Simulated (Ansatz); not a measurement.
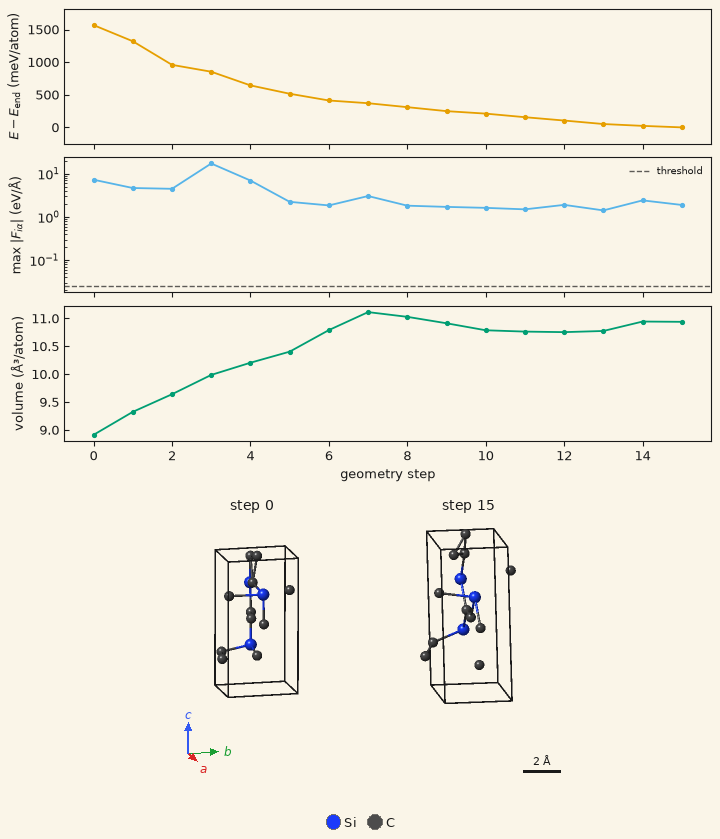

First and last geometry of a relaxation of solid SiC5 (a generated structure, set up in P1) (coarse preliminary run), with the history of the run. The picture is a ball-and-stick view of the cell of the calculation, seen slightly off an axis.

Level of theory: DFT PBE, scalar-relativistic, plane waves, PAW in Ansatz. (plane-wave cutoff 420 eV; k-point mesh 6 × 6 × 4; occupations gaussian; smearing width 0.2 eV; no spin polarisation; cell and atoms relaxed; force threshold 0.025 eV/Å; at most 60 steps)

Did the run converge, and what did it change?

Answer. The run was cut off at its time limit before the relaxation converged, so the last structure is only a point on the way. The atom that moves furthest relative to the cell is a C atom (1.19 Å along [1 −3 2]). By element the largest moves are C 1.19 Å, Si 1.02 Å. Cell: a 3.532 → 4.033 Å (+14.2 %), b 3.946 → 3.791 Å (−3.9 %), c 7.679 → 8.642 Å (+12.5 %), α 89.0° → 91.1°, β 89.5° → 96.4°, γ 88.6° → 89.9°. Volume +22.7 %. Near-neighbour distances that change, for instance: C–Si 2.605 → 4.425 Å, C–C 2.047 → 3.633 Å, C–Si 2.561 → 3.933 Å, C–Si 1.652 → 3.000 Å. New bonds form: C–C (2.04 → 1.41 Å), C–C (2.06 → 1.37 Å). Bonds break: C–Si (1.65 → 3.00 Å), C–Si (1.70 → 2.92 Å). Among the angles between lasting bonds that change: C–Si–C 92.9° → 172.1°, Si–C–Si 173.1° → 94.6°, Si–C–C 59.6° → 120.5°. The space group stays P1 (No. 1). After 15 geometry steps the energy has fallen by 1567 meV per atom. Largest force component: 7.3 eV/Å at the start, 1.9 eV/Å at the end. The pressure goes from 26.70 to −3.03 GPa.
